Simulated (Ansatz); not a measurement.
CH3NSi (charge −1, doublet)

```tsv
atom	x (Å)	y (Å)	z (Å)
C	-1.2312	-1.6971	1.3053
N	-0.4616	-0.7549	0.8519
Si	0.3047	-0.6159	-0.7670
H	-1.6657	-2.5180	0.6698
H	-1.4941	-1.7591	2.3881
H	0.4658	0.9442	-0.7376
```

Geometry: BLYP-D3(BJ)/def2-SVPD; the highest occupied orbital lies above zero, a sign that basis and functional describe the outermost electron poorly.

The calculation used isolated molecule in a Gaussian basis; Kohn-Sham density functional theory, functional PBE0 in Ansatz.

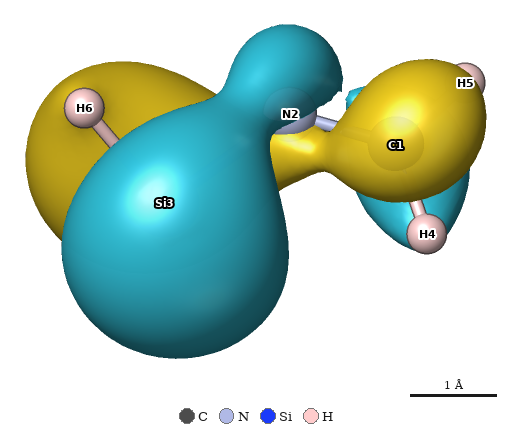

Figure 1. The HOMO (α) at ±0.1 Å⁻³ᐟ² (yellow and cyan are the two phases), seen at a tilt.

> Describe this orbital and give its energy.

Its weight (Hirshfeld) is mainly on Si3 (about 65 %), C1 (about 15 %) and N2 (about 10 %). Its energy is 0.73 eV.

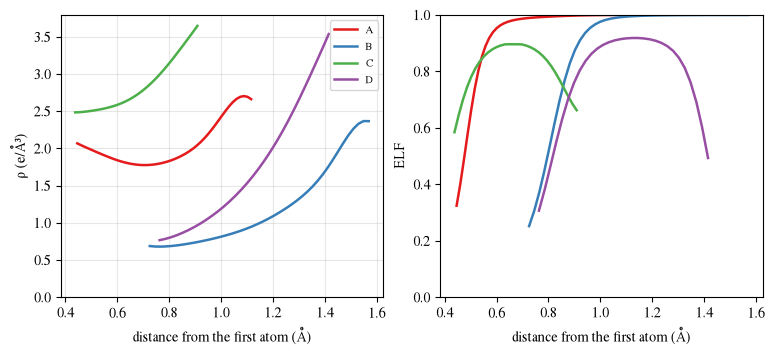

Figure 2. Total electron density and ELF along straight lines between neighbouring atoms. The curves leave out the atomic cores.

> Which curve belongs to which contact (C–H, C–N, Si–H and Si–N)? The first atom named is at distance zero.

Curve A: C–H (1.12 Å): ρ is about 1.9 e/Å³ halfway; the ELF climbs to about 1 towards the hydrogen, as it does in any bond to H; a covalent bond by its length. Curve B: Si–H (1.57 Å): the density is about 0.68 e/Å³ at the midpoint; the ELF climbs to about 1 towards the hydrogen. Curve C: C–N (1.30 Å): ρ at the midpoint is about 2.7 e/Å³; the ELF peaks at about 0.90 between the atoms (localised, covalent bonding). Curve D: Si–N (1.80 Å): ρ at the midpoint is about 0.94 e/Å³; the ELF peaks at about 0.90 between the atoms; a polar covalent bond.

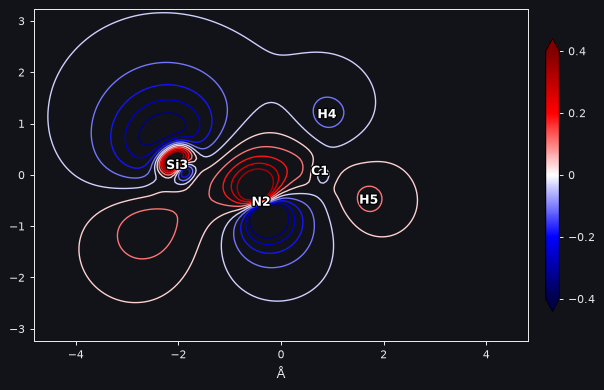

Figure 3. The HOMO (β) on the plane of atoms C1, N2 and Si3 (values in Å⁻³ᐟ²; the overall sign is arbitrary).

> Where does this orbital lie, and at what energy?

Its weight (Hirshfeld) is mainly on Si3 (about 60 %), N2 (about 20 %) and H6 (about 10 %). Its energy is −0.27 eV.
